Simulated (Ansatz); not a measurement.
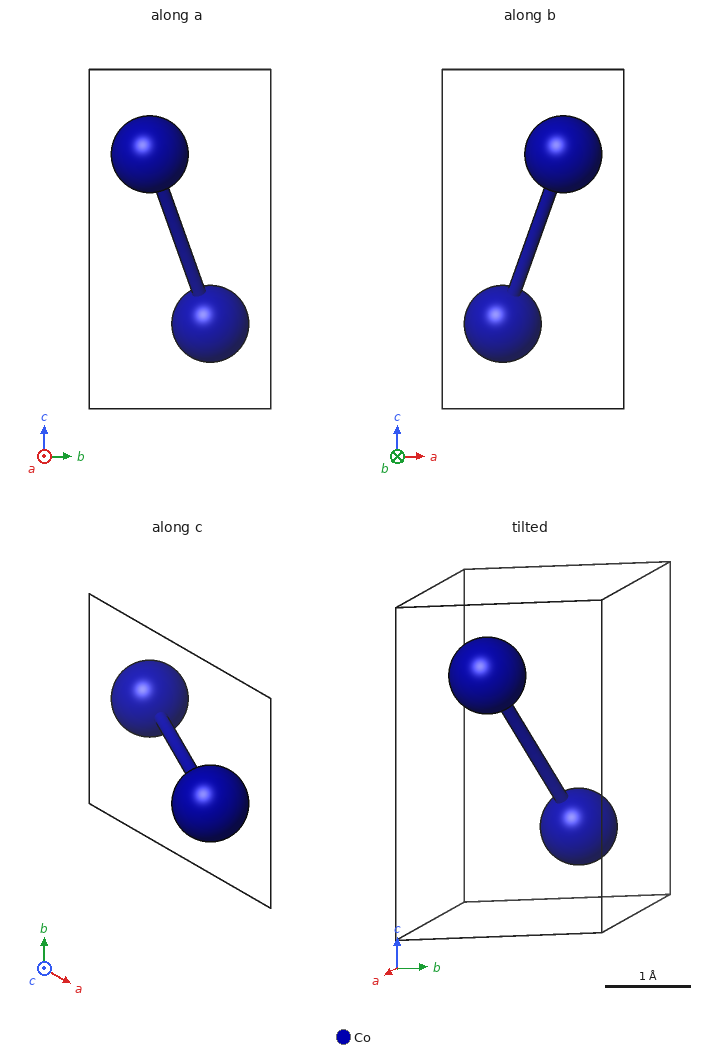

Structure drawing (ball-and-stick), viewed along the a axis, along the b axis, along the c axis and slightly off an axis. The outline marks the conventional unit cell.

Lattice parameters: a = 2.4934 Å, b = 2.4934 Å, c = 4.0311 Å, α = 90.000°, β = 90.000°, γ = 120.000°.

Q: Transcribe the picture into a CIF with its space group and independent sites.

A:
```cif
data_structure
_symmetry_space_group_name_H-M 'P 63/m m c'
_symmetry_Int_Tables_number 194
_cell_length_a 2.4934
_cell_length_b 2.4934
_cell_length_c 4.0311
_cell_angle_alpha 90.000
_cell_angle_beta 90.000
_cell_angle_gamma 120.000
_cell_volume 21.70
loop_
_atom_site_label
_atom_site_type_symbol
_atom_site_symmetry_multiplicity
_atom_site_Wyckoff_symbol
_atom_site_fract_x
_atom_site_fract_y
_atom_site_fract_z
_atom_site_occupancy
Co1 Co 2 c 0.3333 0.6667 0.2500 1
```

Provenance: the standard structure of this element. Earlier steps of the study may have refined or changed the cell and positions. Ansatz was used for an electronic-structure calculation on it.
